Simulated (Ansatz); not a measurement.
**Fields on a plane of CaF2 (fluorite)**

```
CaF2
1.0
    0.00000     2.71026     2.71026
    2.71026     0.00000     2.71026
    2.71026     2.71026     0.00000
Ca F
1 2
Direct
  0.00000   0.00000   0.00000
  0.25000   0.25000   0.25000
  0.75000   0.75000   0.75000
```

The slice is a {111} plane (indices of the conventional cell) through the point (0.000, 0.000, 0.000) (fractional), spanned by u = [100] and v = [-1 2 0] in vectors of this cell: u (3.83 Å) and v (6.64 Å, at 90° to u). It covers one period; positions are fractions (u, v).

Atoms on it: Ca at (0.00, 0.00); Ca at (0.50, 0.50). Other atoms lie within 1 Å of the plane.

All values below come from PBEsol (plane waves to 420 eV, PAW, scalar-relativistic; Ansatz, a quantum-chemistry and plane-wave program). k mesh 11×11×11. These are valence fields of a PAW run, semicore shells included where kept as valence: close to a nucleus they are smooth pseudo fields. CaF2 was relaxed with its symmetry unable to fall.

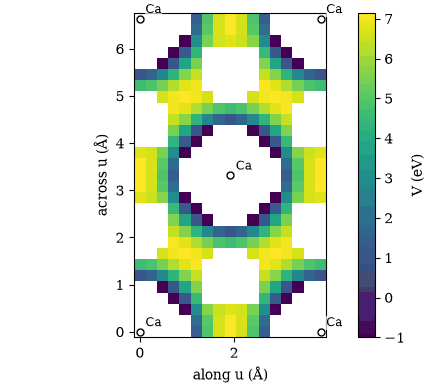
Electrostatic potential energy of an electron, from the cell's mean, in eV, one period of the plane, atoms marked. Points within 1 Å of a nucleus are left white, as the pseudised field means little there. Values under -1 eV are set to -1. The zero, the cell's mean, hangs on the PAW cores.

```
|xxxx@@@@--      ..      --@@@@xx|
|xx@@@@##..  ..======..  ..##@@@@|
|@@@@##::  ..++######++..  ::##@@|
|==--..    ::**%%%%%%**::    ..--|
|          --**%%%%%%**--        |
|....      ::++##%%##++::      ..|
|**++--      --++**++--      --++|
|%%##++::      ......      ::++##|
|%%%%**--                  --**%%|
|%%%%**::    ..--==--..    ::**%%|
|####++..  ::##@@@@@@##::  ..++##|
|====..  ..##@@@@xx@@@@##..  ..==|
|..      --@@@@xxxxxx@@@@--      |
|        ==@@xxxxxxxxxx@@==      |
|..      --@@@@xxxxxx@@@@--      |
|====..  ..##@@@@xx@@@@##..  ..==|
|####++..  ::##@@@@@@##::  ..++##|
|%%%%**::    ..--==--..    ::**%%|
|%%%%**--                  --**%%|
|%%##++::      ......      ::++##|
|**++--      --++**++--      --++|
|....      ::++##%%##++::      ..|
|          --**%%%%%%**--        |
|==--..    ::**%%%%%%**::    ..--|
|@@@@##::  ..++######++..  ::##@@|
|xx@@@@##..  ..======..  ..##@@@@|
|xxxx@@@@--      ..      --@@@@xx|
|xxxxxx@@==              ==@@xxxx|
```
Scale: ten equal steps from 0.03 (start of ' ') to 0.86 (end of '@'), in the order ' .:-=+*#%@'. Values: electron localisation function (ELF). The map has 16 points along u (two characters each, u = 0 at the left) and 28 along v (v = 0 in the bottom row). Points within 0.5 Å of a nucleus are blanked (x), as the pseudised field means little there.
